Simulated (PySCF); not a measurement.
Vertical excitations of a molecule C3H7FSi from TDDFT-ωB97X/def2-SVPD run with PySCF, as energy in eV (oscillator strength): 7.99 (0.020), 8.20 (0.144), 8.39 (0.021), 8.48 (0.001), 8.56 (0.006), 8.66 (0.007), 8.72 (0.037), 9.14 (0.084), 9.25 (0.134), 9.35 (0.072). Lowest triplet (TDA): 7.26 eV. Geometry optimised at ωB97X-D3(BJ)/def2-SVP. One conformer was computed; it need not be the lowest.

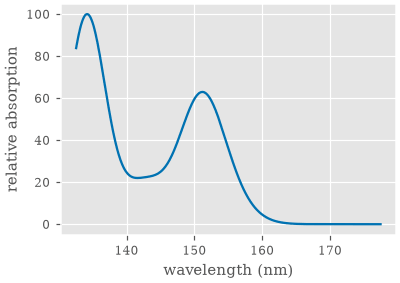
The lines broadened by 0.4 eV.

Q: Pick the molecule that these values belong to.
(A) C=C[SiH2]CF
(B) F[SiH]1CCC1
(C) F[SiH2]C1CC1
(D) FC1C[SiH2]C1

A: D, FC1C[SiH2]C1
